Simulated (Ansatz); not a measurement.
# Cadmium, A15 under LDA: relaxation and energy

What does LDA give for cadmium in the A15 structure? We relax it, then solve it on a dense k-mesh. Spin polarisation is left out. The k-meshes are 5×5×5 for the relaxation; 6×6×6 for the dense run.

Computed with Ansatz 0.2.0 (DFT LDA (PW92), plane waves (420 eV) with PAW, scalar-relativistic; PBE-made PAW files, unless a step says otherwise).

### 1 The system as given

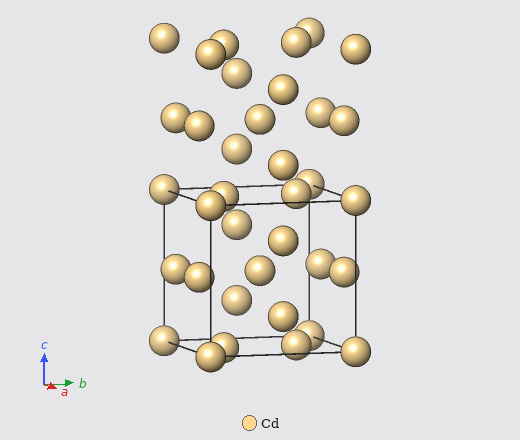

The structure, seen slightly off an axis (cadmium orange). 1×1×2 cells are drawn. Any atoms on the faces are drawn again on the opposite ones.

Structure file:

```
Cd
1.0
     5.56865    0.00000    0.00000
     0.00000    5.56865    0.00000
     0.00000    0.00000    5.56865
Cd
8
Direct
  0.00000 0.00000 0.00000
  0.50000 0.50000 0.50000
  0.25000 0.00000 0.50000
  0.75000 0.00000 0.50000
  0.50000 0.25000 0.00000
  0.50000 0.75000 0.00000
  0.00000 0.50000 0.25000
  0.00000 0.50000 0.75000
```

### 2 Relaxation of the cell

File input.yaml:

```yaml
crystal:
  lattice:
    - [5.5686472891, 0.0, 0.0]
    - [0.0, 5.5686472891, 0.0]
    - [0.0, 0.0, 5.5686472891]
  atoms:
    - { symbol: Cd, position: [0.0, 0.0, 0.0] }
    - { symbol: Cd, position: [0.5, 0.5, 0.5] }
    - { symbol: Cd, position: [0.25, 0.0, 0.5] }
    - { symbol: Cd, position: [0.75, 0.0, 0.5] }
    - { symbol: Cd, position: [0.5, 0.25, 0.0] }
    - { symbol: Cd, position: [0.5, 0.75, 0.0] }
    - { symbol: Cd, position: [0.0, 0.5, 0.25] }
    - { symbol: Cd, position: [0.0, 0.5, 0.75] }
hamiltonian:
  xc: lda
  pseudopotentials:
    kind: paw
    azcp:
      Cd: "pseudopotentials/Cd.paw.azcp"
basis:
  ecutwfc: 420
  fft_grid_basis: typed
kpoints:
  mp_grid: { grid: [5, 5, 5], shift: [0, 0, 0] }
magnetization:
  spin_polarized: false
scf:
  occupations: { method: fermi_dirac, width: 0.1 }
relax:
  max_steps: 60
  f_tol: 0.01
  cell: {}
```

Standard output:

```text
Warning: <dir> the record states the generating functional pbe (its physics header spells it `PBE`), which answers neither for hamiltonian.xc's functional nor for the lda family's — results may be inconsistent (PPs are generated against a specific XC)
Engine: ansatz 0.2.0, x86_64-unknown-linux-gnu
Pseudopotentials: kind: paw
Pseudopotential: Cd, paw, valence charge 20, recommended cutoff 420 eV (normal), <dir>
Functional definition: SPW92
  exchange = slater_x
  correlation = pw_c
Crystal: 8 atoms, lattice volume = 172.683 Å³
Basis set: ecut = 420 eV, 3407 PW (Γ)
Bands: 96, of which v1, the nominal top of the filled ones, is band 80 counted from 1 (79 counted from 0)
Symmetry: 48 space group operations
Space group: Pm-3n (ITA 223), of the structure as read, at distance tolerance 5.6e-5 Å
k-points: 10 of 125
Non-local potential: Cd, projectors of the file, l = 0: 3, l = 1: 2, l = 2: 2, l = 3: 1
PAW form: soft (Blöchl's): semilocal exchange-correlation on the pseudo side does not see the compensation charge
PAW frozen core: Cd, regenerated for the run's functional, and the local potential with it (the file was generated under x = pbe(κ = 0.804, μ = 0.2195149727645171), c = pbe(β = 0.06672455060314922))
PAW one-centre angular grid: Cd, 590 points (default); XC on 64 Gauss nodes
Initial density: superposition of atomic densities (neutral atoms: chi_scale 0, normalization atom), corrected by the library's trained network
Initial wavefunctions: pseudopotential atomic-orbital guess
Functional: x = slater, c = lda
SCF iter   1: F=—  HF=-64942.633507 eV  |F-HF|=—  |Δ(HF+E_count)|=         —  Δρ=9.87e-3  dr2=1.19e-1  ethr=1.77e-3  ⟨swp⟩=5.2  Hψ=3092  notcnv=0  defer=25
preconditioner: auto → Kerker (q_TF=auto, 2.694 Å⁻¹)  [metal: Δε(μ)=0.089 eV  Ē_g=12.536 eV  σ=0.100 eV  W_gap=0.22  n_scr=56 (ndim 8)  ℏωp=27.7 eV  f_vac=0.000  D(μ)=4.01/eV (n_scr^D=26)]
SCF iter   2: F=—  HF=-64942.597729 eV  |F-HF|=—  |Δ(HF+E_count)|=   3.58e-2  Δρ=3.21e-3  dr2=1.11e-2  ethr=7.41e-5  ⟨swp⟩=2.2  Hψ=1523  notcnv=0  defer=26
SCF iter   3: F=—  HF=-64942.594524 eV  |F-HF|=—  |Δ(HF+E_count)|=   3.20e-3  Δρ=1.03e-3  dr2=7.34e-4  ethr=6.94e-6  ⟨swp⟩=2.0  Hψ=1311  notcnv=0  defer=26
SCF iter   4: F=—  HF=-64942.594503 eV  |F-HF|=—  |Δ(HF+E_count)|=   2.14e-5  Δρ=1.25e-4  dr2=3.83e-5  ethr=4.59e-7  ⟨swp⟩=2.2  Hψ=1389  notcnv=0  defer=26
SCF iter   5: F=—  HF=-64942.594516 eV  |F-HF|=—  |Δ(HF+E_count)|=   1.36e-5  Δρ=3.82e-5  dr2=3.37e-6  ethr=2.40e-8  ⟨swp⟩=2.0  Hψ=1146  notcnv=0  defer=26
SCF iter   6: F=—  HF=-64942.594516 eV  |F-HF|=—  |Δ(HF+E_count)|=   7.42e-7  Δρ=1.26e-5  dr2=2.19e-7  ethr=2.11e-9  ⟨swp⟩=2.0  Hψ=1607  notcnv=0  defer=26
SCF iter   7: F=-64942.594516 eV  HF=-64942.594516 eV  |F-HF|=1.09e-9  |Δ(HF+E_count)|=   6.59e-8  Δρ=3.15e-6  dr2=1.05e-8  ethr=6.25e-11  ⟨swp⟩=3.9  Hψ=2654  notcnv=0
SCF 1 converged in 7 iterations: F = -64942.594516 eV  dr2 = 1.05e-8
relax step   1: F+E_penalty+E_count = -64942.59451561 eV  Δ(F+E_penalty+E_count) = +0.000e0 eV  max|allowed force component| = 1.496e-17 eV/Å  Δτ_max = 0.0000 Å  P = -3.604 GPa  Ω = 172.683 Å³  (7 SCF iters, dr2 threshold 1.00e-7 eV, accepted)
Crystal: 8 atoms, lattice volume = 156.977 Å³
Basis set: ecut = 420 eV, 3071 PW (Γ)
Initial density: handed on by an earlier stage of this run
Initial wavefunctions: those handed on with the density
iter 1 solved again at ethr=3.58e-5 eV; its pass at ethr=3.10e-3 eV (dr2=5.72e-2 eV) is discarded
SCF iter   1: F=—  HF=-64942.722020 eV  |F-HF|=—  |Δ(HF+E_count)|=         —  Δρ=5.93e-3  dr2=6.14e-2  ethr=3.58e-5  ⟨swp⟩=1.9  Hψ=3994  notcnv=0
preconditioner: auto → Kerker (q_TF=auto, 2.737 Å⁻¹)  [metal: Δε(μ)=0.087 eV  Ē_g=13.173 eV  σ=0.100 eV  W_gap=0.21  n_scr=56 (ndim 8)  ℏωp=29.0 eV  f_vac=0.000  D(μ)=3.14/eV (n_scr^D=18)]
SCF iter   2: F=—  HF=-64942.705118 eV  |F-HF|=—  |Δ(HF+E_count)|=   1.69e-2  Δρ=2.65e-3  dr2=1.33e-2  ethr=3.58e-5  ⟨swp⟩=2.7  Hψ=1427  notcnv=0
SCF iter   3: F=—  HF=-64942.700331 eV  |F-HF|=—  |Δ(HF+E_count)|=   4.79e-3  Δρ=8.91e-4  dr2=1.13e-3  ethr=8.34e-6  ⟨swp⟩=2.0  Hψ=1225  notcnv=0
SCF iter   4: F=—  HF=-64942.700115 eV  |F-HF|=—  |Δ(HF+E_count)|=   2.16e-4  Δρ=2.10e-4  dr2=3.74e-5  ethr=7.07e-7  ⟨swp⟩=2.0  Hψ=1346  notcnv=0
SCF iter   5: F=—  HF=-64942.700147 eV  |F-HF|=—  |Δ(HF+E_count)|=   3.27e-5  Δρ=3.21e-5  dr2=1.25e-6  ethr=2.34e-8  ⟨swp⟩=2.0  Hψ=1417  notcnv=0
SCF iter   6: F=-64942.700147 eV  HF=-64942.700147 eV  |F-HF|=1.16e-7  |Δ(HF+E_count)|=   4.99e-8  Δρ=8.74e-6  dr2=1.30e-7  ethr=5.00e-10  ⟨swp⟩=3.9  Hψ=2635  notcnv=0
SCF 2 converged in 6 iterations: F = -64942.700147 eV  dr2 = 1.30e-7
relax step   2: F+E_penalty+E_count = -64942.70014702 eV  Δ(F+E_penalty+E_count) = -1.056e-1 eV  max|allowed force component| = 1.741e-16 eV/Å  Δτ_max = 0.0000 Å  P = +2.172 GPa  Ω = 156.977 Å³  energy of the carried Pulay correction = +2.678e-3 eV  (6 SCF iters, dr2 threshold 8.00e-7 eV, accepted)
Crystal: 8 atoms, lattice volume = 162.535 Å³
Basis set: ecut = 420 eV, 3191 PW (Γ)
iter 1 solved again at ethr=5.25e-6 eV; its pass at ethr=3.10e-3 eV (dr2=8.40e-3 eV) is discarded
SCF iter   1: F=—  HF=-64942.732403 eV  |F-HF|=—  |Δ(HF+E_count)|=         —  Δρ=2.24e-3  dr2=9.20e-3  ethr=5.25e-6  ⟨swp⟩=2.1  Hψ=3808  notcnv=0
preconditioner: auto → Kerker (q_TF=auto, 2.721 Å⁻¹)  [metal: Δε(μ)=0.118 eV  Ē_g=13.037 eV  σ=0.100 eV  W_gap=0.28  n_scr=56 (ndim 8)  ℏωp=28.5 eV  f_vac=0.000  D(μ)=3.58/eV (n_scr^D=26)]
SCF iter   2: F=—  HF=-64942.729914 eV  |F-HF|=—  |Δ(HF+E_count)|=   2.49e-3  Δρ=1.01e-3  dr2=2.04e-3  ethr=5.25e-6  ⟨swp⟩=2.6  Hψ=1410  notcnv=0
SCF iter   3: F=—  HF=-64942.729176 eV  |F-HF|=—  |Δ(HF+E_count)|=   7.38e-4  Δρ=3.41e-4  dr2=1.73e-4  ethr=1.28e-6  ⟨swp⟩=2.0  Hψ=1223  notcnv=0
SCF iter   4: F=—  HF=-64942.729112 eV  |F-HF|=—  |Δ(HF+E_count)|=   6.38e-5  Δρ=7.84e-5  dr2=5.51e-6  ethr=1.08e-7  ⟨swp⟩=2.0  Hψ=1345  notcnv=0
SCF iter   5: F=-64942.729112 eV  HF=-64942.729112 eV  |F-HF|=7.03e-8  |Δ(HF+E_count)|=   2.63e-7  Δρ=1.23e-5  dr2=1.88e-7  ethr=5.00e-10  ⟨swp⟩=4.0  Hψ=2690  notcnv=0
SCF 3 converged in 5 iterations: F = -64942.729112 eV  dr2 = 1.88e-7
relax step   3: F+E_penalty+E_count = -64942.72911190 eV  Δ(F+E_penalty+E_count) = -2.896e-2 eV  max|allowed force component| = 1.212e-16 eV/Å  Δτ_max = 0.0000 Å  P = -0.344 GPa  Ω = 162.535 Å³  energy of the carried Pulay correction = +1.702e-3 eV  (5 SCF iters, dr2 threshold 8.00e-7 eV, accepted)
Crystal: 8 atoms, lattice volume = 161.704 Å³
Basis set: ecut = 420 eV, 3119 PW (Γ)
iter 1 solved again at ethr=2.24e-8 eV; its pass at ethr=3.10e-3 eV (dr2=3.59e-5 eV) is discarded
SCF iter   1: F=—  HF=-64942.730237 eV  |F-HF|=—  |Δ(HF+E_count)|=         —  Δρ=3.20e-4  dr2=1.86e-4  ethr=2.24e-8  ⟨swp⟩=3.0  Hψ=3717  notcnv=0
eigensolver tolerance schedule calibrated: the retry pair's looser diagonalisation under-reported the residual by θ = 0.81 (0.16/decade); ethr = c·dr2/N_el runs at the constant in force after the calibration composes with the one it found (an armed cap, an earlier calibration), c = 4.1e-2
preconditioner: auto → Kerker (q_TF=auto, 2.723 Å⁻¹)  [metal: Δε(μ)=0.116 eV  Ē_g=13.032 eV  σ=0.100 eV  W_gap=0.27  n_scr=56 (ndim 8)  ℏωp=28.6 eV  f_vac=0.000  D(μ)=3.51/eV (n_scr^D=18)]
SCF iter   2: F=—  HF=-64942.730185 eV  |F-HF|=—  |Δ(HF+E_count)|=   5.15e-5  Δρ=1.42e-4  dr2=3.95e-5  ethr=2.24e-8  ⟨swp⟩=2.0  Hψ=1654  notcnv=0
SCF iter   3: F=—  HF=-64942.730171 eV  |F-HF|=—  |Δ(HF+E_count)|=   1.41e-5  Δρ=4.94e-5  dr2=3.68e-6  ethr=1.00e-8  ⟨swp⟩=2.0  Hψ=1439  notcnv=0
SCF iter   4: F=-64942.730170 eV  HF=-64942.730170 eV  |F-HF|=2.42e-8  |Δ(HF+E_count)|=   8.32e-7  Δρ=1.11e-5  dr2=1.06e-7  ethr=7.51e-11  ⟨swp⟩=2.1  Hψ=3247  notcnv=0
SCF 4 converged in 4 iterations: F = -64942.730170 eV  dr2 = 1.06e-7
relax step   4: F+E_penalty+E_count = -64942.73017043 eV  Δ(F+E_penalty+E_count) = -1.059e-3 eV  max|allowed force component| = 1.031e-16 eV/Å  Δτ_max = 0.0000 Å  P = -0.006 GPa  Ω = 161.704 Å³  energy of the carried Pulay correction = +1.846e-3 eV  (4 SCF iters, dr2 threshold 2.96e-7 eV, accepted)
Initial wavefunctions: pseudopotential atomic-orbital guess (no wavefunctions were taken with the density)
iter 1 solved again at ethr=1.44e-8 eV; its pass at ethr=3.10e-3 eV (dr2=2.31e-5 eV) is discarded
SCF iter   1: F=—  HF=-64942.728076 eV  |F-HF|=—  |Δ(HF+E_count)|=         —  Δρ=1.23e-4  dr2=4.46e-6  ethr=1.44e-8  ⟨swp⟩=3.0  Hψ=5584  notcnv=0
preconditioner: auto → Kerker (q_TF=auto, 2.723 Å⁻¹)  [metal: Δε(μ)=0.116 eV  Ē_g=13.037 eV  σ=0.100 eV  W_gap=0.27  n_scr=56 (ndim 8)  ℏωp=28.6 eV  f_vac=0.000  D(μ)=3.51/eV (n_scr^D=18)]
SCF iter   2: F=—  HF=-64942.728099 eV  |F-HF|=—  |Δ(HF+E_count)|=   2.24e-5  Δρ=5.72e-5  dr2=1.02e-6  ethr=2.78e-9  ⟨swp⟩=2.0  Hψ=1585  notcnv=0
SCF iter   3: F=—  HF=-64942.728099 eV  |F-HF|=—  |Δ(HF+E_count)|=   1.58e-7  Δρ=1.61e-5  dr2=1.42e-7  ethr=6.40e-10  ⟨swp⟩=2.0  Hψ=1713  notcnv=0
SCF iter   4: F=—  HF=-64942.728099 eV  |F-HF|=—  |Δ(HF+E_count)|=   3.84e-8  Δρ=1.72e-6  dr2=2.75e-9  ethr=8.88e-11  ⟨swp⟩=2.0  Hψ=1233  notcnv=0
SCF iter   5: F=—  HF=-64942.728099 eV  |F-HF|=—  |Δ(HF+E_count)|=  6.98e-10  Δρ=2.31e-7  dr2=9.52e-11  ethr=1.72e-12  ⟨swp⟩=3.0  Hψ=1829  notcnv=0
SCF iter   6: F=-64942.728099 eV  HF=-64942.728099 eV  |F-HF|=0.00e0  |Δ(HF+E_count)|=    0.00e0  Δρ=7.47e-8  dr2=8.25e-12  ethr=1.00e-12  ⟨swp⟩=3.1  Hψ=2613  notcnv=0
SCF 5 converged in 6 iterations: F = -64942.728099 eV  dr2 = 8.25e-12
relax step   5: F+E_penalty+E_count = -64942.72809866 eV  Δ(F+E_penalty+E_count) = +2.072e-3 eV  max|allowed force component| = 1.152e-16 eV/Å  Δτ_max = 0.0000 Å  P = -0.001 GPa  Ω = 161.704 Å³  stress off target by 1.31e-3 GPa  SCF on the basis re-selected at this cell (its energy is not comparable with the rows above)  (6 SCF iters)
basis re-selected at this cell: Δ(F+E_penalty+E_count) = +2.072e-3 eV, ΔP = +0.004 GPa vs the last step (what re-selecting the basis moved, of the pressure what is left beyond the Pulay correction that the steps carried, after the strain that the cell walked since its last selection, with what the two solves' SCF thresholds leave and, on support functions, any second-order correction that the steps lacked; it is no measure of the basis error at this ecutwfc). This SCF's stress stands 1.31e-3 GPa from its target on what of the cell is left free (relax.cell.stress_tol is 5.00e-2 GPa) and its largest allowed force component is 1.15e-16 eV/Å (relax.f_tol is 1.00e-2 eV/Å): within both
SCF converged after 6 iterations
Free energy (F): -64942.728099 eV
Harris-Foulkes:  -64942.728099 eV  (|F-HF|=0.00e0)
Internal energy: -64942.619421 eV  (E = F + TS)
E sigma→0 (E₀):  -64942.673760 eV
Entropy (-TS):   -0.108678 eV (-13.585 meV/atom)
Fermi energy:    15.546874 eV
--- Per-component energies (eV) ---
  E_band       = -3017.267196
  E_kinetic    = 4046.729438
  E_local      = -22630.790067  (includes V_loc(G=0)·N_el)
  E_nonlocal   = 314.914533
  E_hartree    = 10672.964020
  E_xc         = -1411.342339
  E_vxc        = -1780.497915  (∫ρ·V_xc dr)
  E_paw        = -31567.914494  (= ΣΔE_a)
  E_vpaw       = -4313.551733  (= ΣTr[D̂ρ^β])
  E_aug_tail   = 0.000092  (compensation charges beyond the density's cutoff)
  E_ewald      = -24373.313155
  E_core_change = 6.132551  (= ΣΔE_core)
  E_smearing   = -0.108678  (= −TS)
  E_closure    = 0.000000  (closes the sum)
  Σ components = -64942.728099   (vs F -64942.728099, Δ=0.00e0)
--- Forces (eV/Å), atoms counted from 1 ---
  atom   1  Cd     0.00000000    -0.00000000     0.00000000
  atom   2  Cd    -0.00000000    -0.00000000     0.00000000
  atom   3  Cd    -0.00000000    -0.00000000    -0.00000000
  atom   4  Cd     0.00000000     0.00000000     0.00000000
  atom   5  Cd     0.00000000     0.00000000     0.00000000
  atom   6  Cd     0.00000000    -0.00000000     0.00000000
  atom   7  Cd    -0.00000000    -0.00000000     0.00000000
  atom   8  Cd     0.00000000     0.00000000    -0.00000000
  max |Σ_I F_I| component: 7.75e-17 eV/Å
--- Stress (GPa, compression-positive) ---
       -0.001313       0.000000       0.000000
        0.000000      -0.001313      -0.000000
        0.000000      -0.000000      -0.001313
  P = ⅓ Tr σ = -0.0013 GPa (-0.013 kbar)
--- Relaxed structure (4 steps of the walk, 4 accepted, 1 SCFs on fresh bases) ---
  F+E_penalty+E_count = -64942.72809866 eV   max|allowed force component| = 1.152e-16 eV/Å   (the final SCF, on the basis selected at the relaxed cell)
  cell:  # Å, volume = 161.7036 Å³
    - [5.448035254472108, 3.219914125772409e-34, -4.172848212839011e-34]
    - [3.219914125772409e-34, 5.448035254472108, 2.5679065925163143e-34]
    - [-4.172848212839011e-34, 2.5679065925163143e-34, 5.448035254472108]
  atoms:
    - { symbol: Cd, position: [7.421415754630909e-35, -1.1168149922017389e-35, 4.2330890833453e-36] }
    - { symbol: Cd, position: [0.5, 0.5, 0.5] }
    - { symbol: Cd, position: [0.25, 1.3581911356775985e-34, 0.5] }
    - { symbol: Cd, position: [0.7500000000000001, 7.097179143991691e-35, 0.5] }
    - { symbol: Cd, position: [0.5, 0.25, -3.323425259051949e-35] }
    - { symbol: Cd, position: [0.5, 0.7500000000000001, 2.440781152311864e-35] }
    - { symbol: Cd, position: [-4.395207388664906e-35, 0.5, 0.25] }
    - { symbol: Cd, position: [-2.6299191751847386e-34, 0.5, 0.7500000000000001] }
```

Run time: 30 s. Hardware: 2 threads of an x86-64 CPU, shared host; peak memory 0.7 GiB.

Step by step:

| step | energy change (meV/atom) | largest force (eV/Å) | pressure (GPa) | volume (Å³/atom) |
| --- | --- | --- | --- | --- |
| 1 | 0.00 | 0.0000 | -3.60 | 21.585 |
| 2 | -13.20 | 0.0000 | 2.17 | 19.622 |
| 3 | -16.82 | 0.0000 | -0.34 | 20.317 |
| 4 | -16.96 | 0.0000 | -0.01 | 20.213 |
| 5 | -16.70 | 0.0000 | 0.00 | 20.213 |

Steps that repeat a cell are solved on a basis chosen anew, so their changes of energy are no gain of the relaxation.

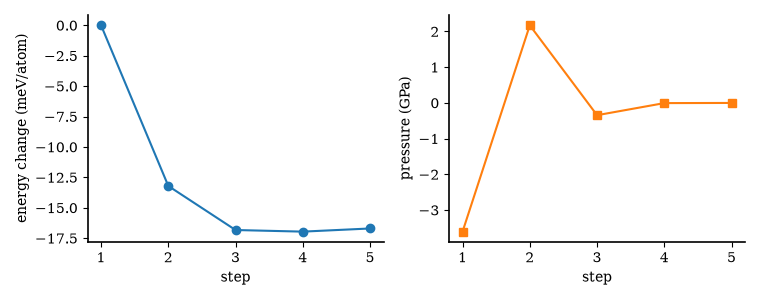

Energy and pressure over the accepted steps.

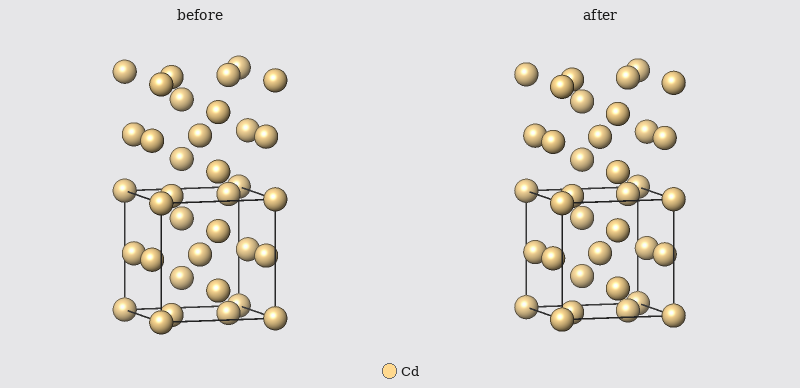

Before and after, at one scale. The cells drawn are those of the first picture.

The cell of the run, before and after:

|  | before | after | change |
| --- | --- | --- | --- |
| a (Å) | 5.569 | 5.448 | -2.2 % |
| b (Å) | 5.569 | 5.448 | -2.2 % |
| c (Å) | 5.569 | 5.448 | -2.2 % |
| volume (Å³/atom) | 21.585 | 20.213 | -6.4 % |
| shortest distance (Å) | 2.784 | 2.724 | -2.2 % |
| space group (spins left aside) | Pm-3n | Pm-3n | same |

### 3 Dense single point

File input.yaml:

```yaml
crystal:
  lattice:
    - [5.4480352545, 0.0, 0.0]
    - [0.0, 5.4480352545, 0.0]
    - [0.0, 0.0, 5.4480352545]
  atoms:
    - { symbol: Cd, position: [0.0, 1.0, 0.0] }
    - { symbol: Cd, position: [0.5, 0.5, 0.5] }
    - { symbol: Cd, position: [0.25, 0.0, 0.5] }
    - { symbol: Cd, position: [0.75, 0.0, 0.5] }
    - { symbol: Cd, position: [0.5, 0.25, 1.0] }
    - { symbol: Cd, position: [0.5, 0.75, 0.0] }
    - { symbol: Cd, position: [1.0, 0.5, 0.25] }
    - { symbol: Cd, position: [1.0, 0.5, 0.75] }
hamiltonian:
  xc: lda
  pseudopotentials:
    kind: paw
    azcp:
      Cd: "pseudopotentials/Cd.paw.azcp"
basis:
  ecutwfc: 420
  fft_grid_basis: typed
kpoints:
  mp_grid: { grid: [6, 6, 6], shift: [0, 0, 0] }
magnetization:
  spin_polarized: false
scf:
  occupations: { method: fermi_dirac, width: 0.1 }
```

Standard output (excerpt; [...] marks lines left out):

```text
Warning: <dir> the record states the generating functional pbe (its physics header spells it `PBE`), which answers neither for hamiltonian.xc's functional nor for the lda family's — results may be inconsistent (PPs are generated against a specific XC)
[...]
[... 3 set-up lines as earlier in the session ...]
[...]
Crystal: 8 atoms, lattice volume = 161.704 Å³
Basis set: ecut = 420 eV, 3119 PW (Γ)
Bands: 90, of which v1, the nominal top of the filled ones, is band 80 counted from 1 (79 counted from 0)
[... 1 set-up line as earlier in the session ...]
Space group: Pm-3n (ITA 223), of the structure as read, at distance tolerance 5.4e-5 Å
k-points: 20 of 216
[...]
SCF iter   1: F=—  HF=-64942.801575 eV  |F-HF|=—  |Δ(HF+E_count)|=         —  Δρ=1.03e-2  dr2=1.18e-1  ethr=1.77e-3  ⟨swp⟩=5.1  Hψ=5756  notcnv=0  defer=12
[...]
SCF iter   7: F=-64942.762622 eV  HF=-64942.762622 eV  |F-HF|=4.20e-9  |Δ(HF+E_count)|=   7.65e-8  Δρ=2.73e-6  dr2=1.28e-8  ethr=6.25e-11  ⟨swp⟩=2.9  Hψ=3628  notcnv=0
[...]
SCF converged after 7 iterations
Free energy (F): -64942.762622 eV
[...]
E sigma→0 (E₀):  -64942.710149 eV
Entropy (-TS):   -0.104945 eV (-13.118 meV/atom)
Fermi energy:    15.457463 eV
[...]
```

Wall time 9 s (2 threads of an x86-64 CPU, shared host); peak memory 0.73 GiB.

### 4 Results

| quantity | value |
| --- | --- |
| space group (spins left aside) | Pm-3n (No. 223) |
| conventional cell | a = 5.448 Å |
| volume | 20.213 Å³/atom |
| shortest distance | 2.724 Å |
| gap on the mesh | none (levels filled in part) |
| relative to hcp | +45 meV/atom |

What this shows: The relaxation shrank the cell by 6.4 % in volume. It lies 45 meV/atom above the element's reference form at the same level (hcp, from a run of its own). No gap shows: it is a metal or semimetal at this level. Relaxation kept the symmetry; phonons were not checked.
